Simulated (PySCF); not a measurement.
SMILES [Cl][InH][Cl] (HCl2In) at its CAM-B3LYP/def2-SVP optimised geometry (Å):

```
4

In    -0.6925    -0.3760     0.0000
H     -1.6416    -1.7840    -0.0015
Cl    -1.5778     1.7840     0.0000
Cl     1.6416    -0.3760     0.0000
```

Level of theory: CAM-B3LYP/def2-TZVP, def2 effective core potentials past Kr in PySCF 2.14.0. The core electrons that the potentials of In replace are not part of the density.

Map of the electrostatic potential (hartree/e), clipped to [-0.08, 0.12] on the plane z = 0.6 Å:

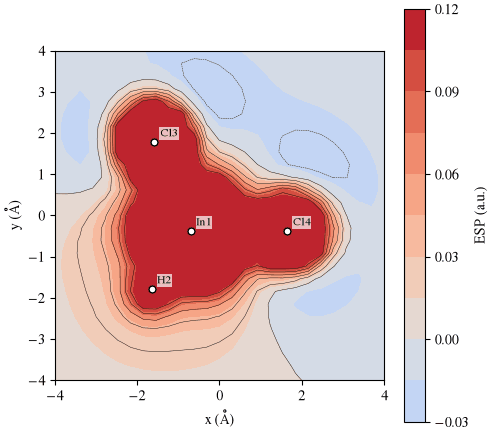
Figure. Electrostatic potential (hartree/e), clipped to [-0.08, 0.12] on the plane z = 0.6 Å.
